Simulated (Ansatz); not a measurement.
WS2 (2H-MoS2 type, space group P6_3/mmc)

```yaml
crystal:
  lattice:
    - [3.15408, 0.00000, 0.00000]
    - [-1.57704, 2.73152, 0.00000]
    - [0.00000, 0.00000, 12.13731]
  atoms:
    - { symbol: W, position: [0.33333, 0.66667, 0.25000] }
    - { symbol: W, position: [0.66667, 0.33333, 0.75000] }
    - { symbol: S, position: [0.33333, 0.66667, 0.62026] }
    - { symbol: S, position: [0.66667, 0.33333, 0.12026] }
    - { symbol: S, position: [0.66667, 0.33333, 0.37974] }
    - { symbol: S, position: [0.33333, 0.66667, 0.87974] }
```

In each cell atom 6 (S, nearest neighbour W at 2.407 Å; its periodic images, 3.2 Å or more away, move with it) moves by s·(0.000, 0.000, 1.000) (along Cartesian z), the rest being held.

Method: PBE-D3(BJ) (plane waves to 420 eV, PAW, scalar-relativistic; Ansatz, a quantum-chemistry and plane-wave program). k mesh 10×10×3 (Γ-centred), Fermi-Dirac smearing 0.05 eV. Energies are smeared free energies. As the smearing reaches across the gap at some points, energies and forces of such displacements shift with the k mesh and the smearing. Spin-orbit coupling is left out, though W is heavy. WS2 is run without spin polarisation. WS2 was relaxed with its symmetry unable to fall. ΔE is measured from the undisplaced structure.

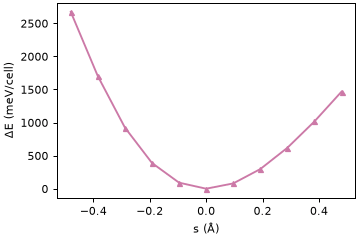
ΔE (meV/cell) against s (Å); one marker a computed point.

**Question.** Is the energy the same for displacements of ±0.480 Å, and if not, which side lies higher?

**Answer.** Not even: the negative side lies higher at ±0.480 Å.

**Question.** What is the energy change at s = 0.480 Å?

**Answer.** About 1500 meV/cell.

(For displaced atoms, the force is minus the slope of the energy, and its curvature is a force constant, which sets phonon frequencies.)
